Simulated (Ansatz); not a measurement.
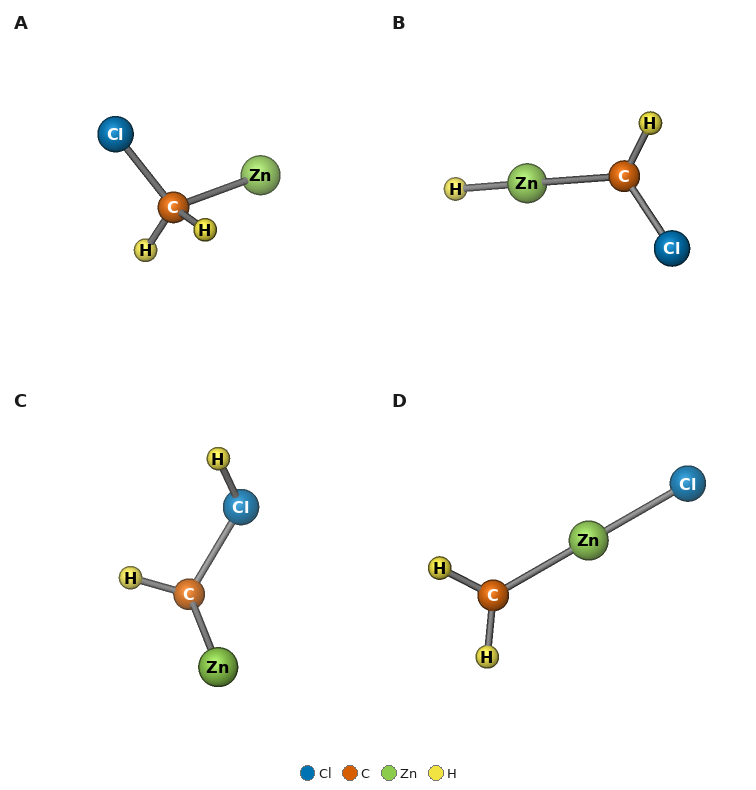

4 stationary structures of one formula. State: charge +1, singlet. Geometries: PBE0-D4/def2-TZVP. Electronic energies: PBE-D4/def2-TZVPP (Ansatz 0.2.0), without zero-point energy. No frequency run is at hand to confirm each as a minimum.

Question: Which structure is the most stable?

Answer: A is lowest (Cs); D lies 105.9 kJ/mol above it, B lies 155.8 kJ/mol above it (Cs), C lies 290.0 kJ/mol above it (C1).
